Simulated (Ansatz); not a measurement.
**Nudged elastic band, with input and output: C₂H₉AlSn**

- system: C₂H₉AlSn, SMILES [CH3][SnH]([CH3])[AlH2]
- method: RKS BHLYP-D4/def2-SVP (Ansatz 0.2.0)

It belongs to a series of runs on one base structure; here: band between the two ends. Figures and captions count atoms from 1; the log counts them from 0 in places.

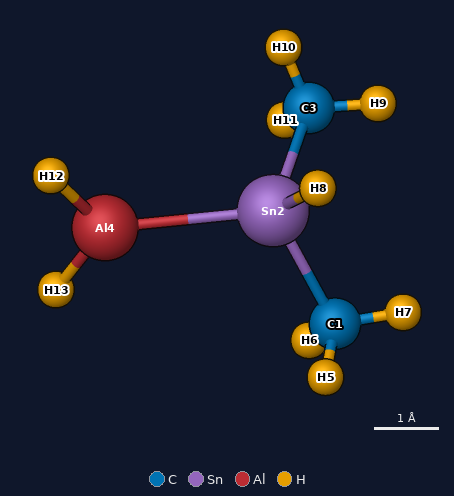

**Figure 1.** The input geometry (ball-and-stick view, seen at a tilt; atoms are numbered from 1 in the order of the input). Sticks mark near contacts.

## The input
```yaml
crystal:
  periodic: [false, false, false]
  atoms:
    - { symbol: C, position_ang: [-1.120325, 1.420241, -0.902696] }
    - { symbol: Sn, position_ang: [-0.211762, -0.456046, -0.316265] }
    - { symbol: C, position_ang: [1.929551, -0.194185, -0.54137] }
    - { symbol: Al, position_ang: [-0.861848, -1.184374, 2.164136] }
    - { symbol: H, position_ang: [-2.208996, 1.337131, -0.915601] }
    - { symbol: H, position_ang: [-0.83775, 2.207126, -0.200149] }
    - { symbol: H, position_ang: [-0.780001, 1.70213, -1.901633] }
    - { symbol: H, position_ang: [-0.691229, -1.6348, -1.474436] }
    - { symbol: H, position_ang: [2.152757, 0.109406, -1.566574] }
    - { symbol: H, position_ang: [2.460428, -1.124474, -0.329664] }
    - { symbol: H, position_ang: [2.290092, 0.580455, 0.138886] }
    - { symbol: H, position_ang: [-0.888393, -2.702127, 2.604] }
    - { symbol: H, position_ang: [-1.212123, -0.095282, 3.256066] }
basis:
  gaussian: { orbitals: def2-SVP }
hamiltonian:
  xc: { name: BHLYP }
  dispersion: d4
neb:
  order_check: false
  images: 7
  f_tol: 0.05
  max_iterations: 60
  initial_path: idpp
  final_atoms:
    - { symbol: C, position_ang: [-1.0740022, 1.44910534, -0.9291896] }
    - { symbol: Sn, position_ang: [-0.21777522, -0.43110029, -0.28063298] }
    - { symbol: C, position_ang: [1.92344616, -0.30258801, -0.57929447] }
    - { symbol: Al, position_ang: [-0.87738702, -1.07178403, 2.22061661] }
    - { symbol: H, position_ang: [-2.16209429, 1.42486288, -0.84330816] }
    - { symbol: H, position_ang: [-0.69358142, 2.26877285, -0.31567887] }
    - { symbol: H, position_ang: [-0.80738002, 1.63916409, -1.97114734] }
    - { symbol: H, position_ang: [-0.79686913, -1.63963774, -1.36343017] }
    - { symbol: H, position_ang: [2.34434491, 0.49290371, 0.03965075] }
    - { symbol: H, position_ang: [2.13914425, -0.08174972, -1.62697931] }
    - { symbol: H, position_ang: [2.40531557, -1.24517187, -0.312048] }
    - { symbol: H, position_ang: [0.0561754, -1.99374278, 3.1032818] }
    - { symbol: H, position_ang: [-2.21893598, -0.54383343, 2.87285974] }
```

Command:
```bash
ansatz run input.yaml --threads 2 --pin off --max-ram 3072MiB --backend cpu --events-out ev --progress --plain --runs-dir out
```

## The program's output
```
Engine: ansatz 0.2.0, aarch64-unknown-linux-gnu
Functional definition: BHLYP
  parameter a = 0.5
  exchange = (1 - a)*b88_x + a*exact_x
  correlation = lyp_c
1362 factors; integrals over basis functions are off by at most 4.2e-4 eV
mean field evaluation 1: about -14635.1585 eV, gradient 4.9e1 eV
mean field evaluation 2: about -14635.4639 eV, gradient 4.6e1 eV
mean field evaluation 4: about -14641.2928 eV, gradient 6.6e-1 eV
mean field evaluation 8: about -14641.3394 eV, gradient 8.1e-2 eV
mean field evaluation 16: about -14641.3394 eV, gradient 2.7e-5 eV
mean field -14641.33938381 eV, -538.0592980989 hartree, gradient 2.7e-5 eV, S^2 0.000000; 0 other end points of the search recorded, 0 dependent functions left out
the calculation of the forces begins
reference -14641.33959813 eV, -538.0593059749 hartree; 28, 28 occupied and 89, 89 virtual orbitals, 1362 factors
1362 factors; integrals over basis functions are off by at most 9.8e-4 eV
mean field evaluation 32: about -14641.3448 eV, gradient 3.4e-5 eV
mean field -14641.34483343 eV, -538.0594983685 hartree, gradient 3.4e-5 eV, S^2 0.000000; 0 other end points of the search recorded, 0 dependent functions left out
[... from here on the field's lines of each further geometry are left out, up to the last ...]
NEB iter   1: max|band force component| = 4.404e-1 eV/Å  barrier→ = 0.0588 eV  barrier← = 0.0637 eV  CI = image 4  Δτ_max = 0.1704 Å  (234 SCF iters)
NEB iter   2: max|band force component| = 4.737e-1 eV/Å  barrier→ = 0.0630 eV  barrier← = 0.0679 eV  CI = image 4  Δτ_max = 0.0839 Å  (210 SCF iters)
NEB iter   3: max|band force component| = 7.213e-2 eV/Å  barrier→ = 0.0279 eV  barrier← = 0.0328 eV  CI = image 4  Δτ_max = 0.0153 Å  (203 SCF iters)
the calculation of the forces begins
reference -14641.34131660 eV, -538.0593691274 hartree; 28, 28 occupied and 89, 89 virtual orbitals, 1362 factors
1362 factors; integrals over basis functions are off by at most 4.6e-4 eV
mean field -14641.31239101 eV, -538.0583061317 hartree, gradient 1.2e-5 eV, S^2 0.000000; 1 other end points of the search recorded, 0 dependent functions left out
the calculation of the forces begins
reference -14641.31260546 eV, -538.0583140124 hartree; 28, 28 occupied and 89, 89 virtual orbitals, 1362 factors
NEB iter   4: max|band force component| = 4.336e-2 eV/Å  barrier→ = 0.0275 eV  barrier← = 0.0324 eV  CI = image 4  Δτ_max = 0.0000 Å  (356 SCF iters)
```

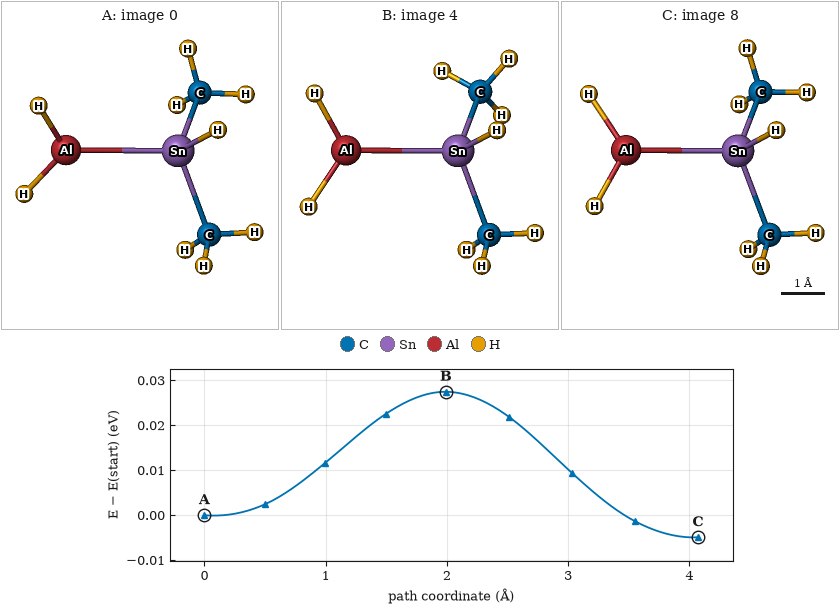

**Figure 2.** Images of the last band (counted from 0; ball-and-stick, seen at a tilt) above the energy along the path; the line is a cubic interpolation that uses the forces. The highest image is number 4, 0.027 eV above the start and 0.032 eV above the end (the climbing image); the end lies 0.005 eV below the start. The path is 4.07 Å long. The band converged in 4 iterations.

```
Total energy: -14641.66879327 eV, -538.0714036732 hartree
Atom 0 at    -1.016413     1.319992    -1.154915 Å, force    -0.011334    -0.002585    -0.003189 eV/Å
Atom 1 at    -0.239022    -0.471114    -0.220360 Å, force    -0.002583    -0.003490     0.007907 eV/Å
Atom 2 at     1.917365    -0.462852    -0.493475 Å, force     0.039450     0.029684    -0.012423 eV/Å
Atom 3 at    -0.937833    -0.675345     2.343413 Å, force    -0.000967     0.002417     0.009973 eV/Å
Atom 4 at    -2.107523     1.332416    -1.113045 Å, force     0.003812     0.000712     0.002890 eV/Å
Atom 5 at    -0.638797     2.205860    -0.639801 Å, force     0.004000     0.002970    -0.003473 eV/Å
Atom 6 at    -0.706338     1.361270    -2.201436 Å, force     0.007925     0.002163     0.002300 eV/Å
Atom 7 at    -0.848603    -1.804216    -1.123037 Å, force    -0.001690    -0.000831    -0.000507 eV/Å
Atom 8 at     2.213097     0.443025    -1.028260 Å, force    -0.019680    -0.007330     0.001334 eV/Å
Atom 9 at     2.221875    -1.329354    -1.083375 Å, force    -0.004536    -0.006454     0.012372 eV/Å
Atom 10 at     2.446066    -0.487540     0.461334 Å, force    -0.013185    -0.014965    -0.007297 eV/Å
Atom 11 at    -0.486683    -1.915025     3.215673 Å, force    -0.000084     0.006825    -0.006522 eV/Å
Atom 12 at    -1.796791     0.448084     3.051983 Å, force    -0.001128    -0.009117    -0.003366 eV/Å
Dipole moment:     0.061729     0.094061    -0.004489 e Å
this run last wrote the band of iteration 4 to [file]
```

## The last band as extended XYZ (Å, eV, eV/Å)
```
13
Properties=species:S:1:pos:R:3:forces:R:3 image=0 energy=-14641.69605
C    -1.1203    1.4202   -0.9027   -0.0052  -0.0027   0.0039
Sn   -0.2118   -0.4560   -0.3163   -0.0012   0.0048  -0.0132
C     1.9296   -0.1942   -0.5414    0.0063  -0.0116   0.0002
Al   -0.8618   -1.1844    2.1641    0.0013   0.0054  -0.0002
H    -2.2090    1.3371   -0.9156    0.0010   0.0059   0.0033
H    -0.8377    2.2071   -0.2001   -0.0049   0.0025   0.0004
H    -0.7800    1.7021   -1.9016    0.0033  -0.0055   0.0013
H    -0.6912   -1.6348   -1.4744    0.0034  -0.0005   0.0004
H     2.1528    0.1094   -1.5666   -0.0047   0.0015   0.0010
H     2.4604   -1.1245   -0.3297    0.0018   0.0029   0.0024
H     2.2901    0.5805    0.1389   -0.0013  -0.0015   0.0005
H    -0.8884   -2.7021    2.6040    0.0016   0.0013   0.0002
H    -1.2121   -0.0953    3.2561   -0.0015  -0.0025  -0.0002
13
Properties=species:S:1:pos:R:3:forces:R:3 image=1 energy=-14641.69362
C    -1.0761    1.4274   -0.9531   -0.0003  -0.0012  -0.0046
Sn   -0.2252   -0.4531   -0.2999    0.0030  -0.0008  -0.0011
C     1.9255   -0.2852   -0.5319    0.0081  -0.0026  -0.0132
Al   -0.9003   -1.0715    2.2030   -0.0012  -0.0011   0.0093
H    -2.1671    1.3830   -0.9445    0.0010   0.0016   0.0046
H    -0.7544    2.2350   -0.2922   -0.0015   0.0023   0.0018
H    -0.7440    1.6509   -1.9695    0.0029   0.0015   0.0021
H    -0.7449   -1.6563   -1.4149   -0.0005   0.0016  -0.0017
H     2.1515    0.1744   -1.4968   -0.0051  -0.0044   0.0002
H     2.3923   -1.2717   -0.4982   -0.0021   0.0015   0.0171
H     2.3545    0.3348    0.2581   -0.0045   0.0040  -0.0065
H    -0.7537   -2.5426    2.7626    0.0009   0.0023  -0.0041
H    -1.4376    0.0399    3.1920   -0.0008  -0.0048  -0.0038
13
Properties=species:S:1:pos:R:3:forces:R:3 image=2 energy=-14641.68439
C    -1.0466    1.4087   -1.0142   -0.0042  -0.0016  -0.0074
Sn   -0.2316   -0.4559   -0.2760    0.0016  -0.0027   0.0011
C     1.9234   -0.3559   -0.5210    0.0286   0.0092  -0.0159
Al   -0.9253   -0.9485    2.2496    0.0008  -0.0011   0.0107
H    -2.1382    1.3884   -0.9923    0.0025   0.0025   0.0073
H    -0.7007    2.2416   -0.3985   -0.0008   0.0039   0.0014
H    -0.7217    1.5730   -2.0441    0.0066   0.0026   0.0041
H    -0.7853   -1.6951   -1.3341   -0.0017   0.0016  -0.0029
H     2.1627    0.2718   -1.3826   -0.0137  -0.0073  -0.0029
H     2.3298   -1.3541   -0.6955   -0.0045  -0.0049   0.0280
H     2.4054    0.0697    0.3618   -0.0131   0.0029  -0.0131
H    -0.6493   -2.3512    2.9247   -0.0008   0.0028  -0.0056
H    -1.6022    0.1727    3.1368   -0.0013  -0.0078  -0.0048
13
Properties=species:S:1:pos:R:3:forces:R:3 image=3 energy=-14641.67353
C    -1.0276    1.3718   -1.0821   -0.0090  -0.0021  -0.0065
Sn   -0.2354   -0.4623   -0.2490    0.0000  -0.0040   0.0049
C     1.9216   -0.4143   -0.5079    0.0347   0.0175  -0.0332
Al   -0.9379   -0.8158    2.2974    0.0020  -0.0002   0.0102
H    -2.1191    1.3689   -1.0499    0.0036   0.0026   0.0065
H    -0.6646    2.2312   -0.5145    0.0014   0.0044  -0.0010
H    -0.7098    1.4760   -2.1220    0.0088   0.0027   0.0043
H    -0.8191   -1.7459   -1.2361   -0.0025   0.0006  -0.0027
H     2.1847    0.3671   -1.2251   -0.0196  -0.0088   0.0011
H     2.2729   -1.3724   -0.8958   -0.0061  -0.0072   0.0284
H     2.4367   -0.2076    0.4320   -0.0098  -0.0004  -0.0019
H    -0.5610   -2.1386    3.0775   -0.0016   0.0045  -0.0056
H    -1.7209    0.3070    3.0902   -0.0017  -0.0095  -0.0046
13
Properties=species:S:1:pos:R:3:forces:R:3 image=4 energy=-14641.66858
C    -1.0164    1.3200   -1.1549   -0.0113  -0.0026  -0.0032
Sn   -0.2390   -0.4711   -0.2204   -0.0026  -0.0035   0.0079
C     1.9174   -0.4629   -0.4935    0.0394   0.0297  -0.0124
Al   -0.9378   -0.6753    2.3434   -0.0010   0.0024   0.0100
H    -2.1075    1.3324   -1.1130    0.0038   0.0007   0.0029
H    -0.6388    2.2059   -0.6398    0.0040   0.0030  -0.0035
H    -0.7063    1.3613   -2.2014    0.0079   0.0022   0.0023
H    -0.8486   -1.8042   -1.1230   -0.0017  -0.0008  -0.0005
H     2.2131    0.4430   -1.0283   -0.0197  -0.0073   0.0013
H     2.2219   -1.3294   -1.0834   -0.0045  -0.0065   0.0124
H     2.4461   -0.4875    0.4613   -0.0132  -0.0150  -0.0073
H    -0.4867   -1.9150    3.2157   -0.0001   0.0068  -0.0065
H    -1.7968    0.4481    3.0520   -0.0011  -0.0091  -0.0034
13
Properties=species:S:1:pos:R:3:forces:R:3 image=5 energy=-14641.67416
C    -1.0046    1.2642   -1.2261   -0.0076  -0.0009  -0.0008
Sn   -0.2437   -0.4780   -0.1908   -0.0056  -0.0021   0.0073
C     1.9090   -0.5151   -0.4777    0.0433   0.0248  -0.0002
Al   -0.9332   -0.5255    2.3829    0.0003   0.0038   0.0083
H    -2.0950    1.2930   -1.1769    0.0025  -0.0005  -0.0016
H    -0.6125    2.1730   -0.7643    0.0043   0.0010  -0.0050
H    -0.7012    1.2431   -2.2751    0.0047  -0.0009  -0.0001
H    -0.8797   -1.8573   -1.0020   -0.0014  -0.0021   0.0019
H     2.2521    0.4719   -0.7975   -0.0175  -0.0049   0.0064
H     2.1703   -1.2414   -1.2496   -0.0077   0.0045  -0.0017
H     2.4324   -0.7815    0.4425   -0.0151  -0.0223  -0.0084
H    -0.4042   -1.6668    3.3416    0.0000   0.0077  -0.0045
H    -1.8695    0.5855    3.0077   -0.0004  -0.0081  -0.0015
13
Properties=species:S:1:pos:R:3:forces:R:3 image=6 energy=-14641.68664
C    -0.9845    1.2144   -1.2927   -0.0025  -0.0014  -0.0016
Sn   -0.2526   -0.4809   -0.1627   -0.0044   0.0010   0.0052
C     1.8945   -0.5766   -0.4575    0.0357   0.0022   0.0183
Al   -0.9289   -0.3748    2.4126   -0.0014   0.0039   0.0091
H    -2.0733    1.2716   -1.2351    0.0013  -0.0014  -0.0025
H    -0.5666    2.1393   -0.8892    0.0028   0.0002  -0.0042
H    -0.6921    1.1249   -2.3411    0.0016  -0.0020  -0.0013
H    -0.9202   -1.8934   -0.8875   -0.0006  -0.0024   0.0030
H     2.2984    0.4339   -0.5542   -0.0095   0.0007   0.0057
H     2.1219   -1.1324   -1.3694   -0.0067   0.0133  -0.0083
H     2.3880   -1.0688    0.3831   -0.0185  -0.0144  -0.0174
H    -0.3112   -1.3932    3.4531    0.0005   0.0063  -0.0046
H    -1.9530    0.7012    2.9553    0.0016  -0.0061  -0.0015
13
Properties=species:S:1:pos:R:3:forces:R:3 image=7 energy=-14641.69738
C    -0.9547    1.1731   -1.3530    0.0007  -0.0021  -0.0019
Sn   -0.2645   -0.4791   -0.1361    0.0007   0.0016   0.0024
C     1.8756   -0.6487   -0.4318    0.0107  -0.0028   0.0062
Al   -0.9290   -0.2266    2.4320   -0.0028   0.0032   0.0090
H    -2.0403    1.2693   -1.2884    0.0004  -0.0008  -0.0011
H    -0.5017    2.1057   -1.0095    0.0009   0.0006  -0.0022
H    -0.6772    1.0124   -2.3969    0.0000  -0.0013  -0.0011
H    -0.9710   -1.9098   -0.7851   -0.0006  -0.0017   0.0020
H     2.3463    0.3302   -0.3156   -0.0020  -0.0005   0.0038
H     2.0842   -1.0200   -1.4374   -0.0025   0.0114  -0.0020
H     2.3156   -1.3356    0.2939   -0.0082  -0.0065  -0.0086
H    -0.2078   -1.0876    3.5453    0.0000   0.0033  -0.0044
H    -2.0551    0.7817    2.8971    0.0028  -0.0043  -0.0020
13
Properties=species:S:1:pos:R:3:forces:R:3 image=8 energy=-14641.70096
C    -0.7942    1.4653   -1.1572    0.0006   0.0015   0.0025
Sn   -0.2977   -0.4204   -0.2157    0.0037  -0.0031   0.0011
C     1.8258   -0.7421   -0.4949    0.0009  -0.0003  -0.0010
Al   -1.0346   -0.5366    2.3427   -0.0131   0.0143   0.0114
H    -1.8664    1.6586   -1.0867    0.0002   0.0007  -0.0005
H    -0.2593    2.2832   -0.6695   -0.0010  -0.0011  -0.0004
H    -0.5097    1.4407   -2.2114   -0.0002  -0.0012   0.0008
H    -1.1065   -1.6501   -1.1112   -0.0006  -0.0009  -0.0015
H     2.3960    0.0456    0.0025   -0.0013  -0.0021  -0.0013
H     2.0660   -0.7282   -1.5603    0.0005  -0.0003   0.0018
H     2.1256   -1.7061   -0.0792   -0.0005   0.0029  -0.0010
H    -0.2795   -1.4712    3.3709   -0.0021   0.0017  -0.0061
H    -2.2451    0.3264    2.8846    0.0132  -0.0120  -0.0056
```

## Results in brief

| quantity | value |
| --- | --- |
| outcome | converged |
| barrier, forward | 0.028 eV |
| barrier, backward | 0.032 eV |
| hardware | 2 threads of Arm Neoverse V1, 24 GiB of memory available, shared host |
| wall time | 2.4 min (CPU time 4.7 min) |
| peak memory | 0.29 GiB |

The order of the saddle point was not checked.
